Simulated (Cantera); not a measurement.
Feed: 1 mol Si, 1 mol Cl2, 4.6 mol H2, equilibrated at 1.90 bar.

Cantera equilibrium calculation (NASA polynomials, part measured and part estimated; ideal gas, pure solids and liquids). Candidate condensed phases: Si; 19 gas species. The tables' values for SiCl3 are old estimates; treat these amounts as uncertain. Kinetics and transport are ignored.

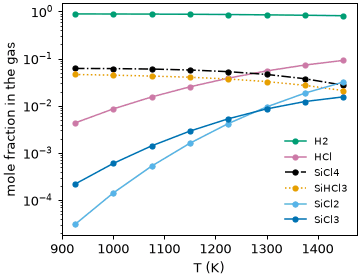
Figure: Equilibrium gas composition (values under 1e-9 drawn at 1e-9)

Problem. Read off the mole fractions at 1150 K.

Solution. H2 about 0.87, SiCl4 about 0.057, SiHCl3 about 0.040, HCl about 0.025, SiCl3 about 0.0029, SiCl2 about 0.0016.
